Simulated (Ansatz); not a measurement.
Electronic density of states of amorphous Si36O75H6, density 2.11 g/cm³, on a 2×2×2 Γ-centred mesh with a Gaussian width of 0.1 eV; energies count from the Fermi level, whose place inside the gap is arbitrary. Cell and mesh are small, so fine structure isn't converged. Calculation: PBE, scalar-relativistic without spin-orbit coupling (plane waves to 420 eV, PAW; Ansatz, a quantum-chemistry and plane-wave program). Sampling: a 2×2×2 Γ-centred mesh; Fermi-Dirac width 0.02 eV; no spin polarisation. At PBE the levels at the filled edge of the gap are localised (band-tail or defect states), and the nearest spread-out levels lie 5.5 eV apart at the zone centre.

The cell was made by melting and quenching with the CHGNet potential and then relaxed with DFT. O atoms were pushed apart under 1.9 Å during the dynamics, to hinder bonds among them. The hot cell started wider than the set density and was brought back towards it in steps. It is the lowest in DFT energy of 4 quenches. It is a model cell: composition and starting density were chosen by hand, and all elements were melted together. No dispersion term was used. Its density started from a set value of 2.12 and ended at 2.11 g/cm³. The simulated quench (nominally 180 K/ps over its main leg) is rapid and tends to freeze in more defects than a deposited or slowly cooled glass has. One small periodic cell is one sample of the glass; other quenches scatter about these values. The volume was held where the preparation left it and the shape relaxed, at a PBE pressure of -0.1 GPa (tension).

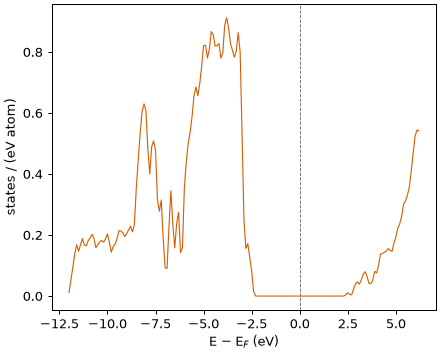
Fig. 1. Density of states per atom

The level gap on this mesh is 5.04 eV; the broadening fills part of it in the curve.
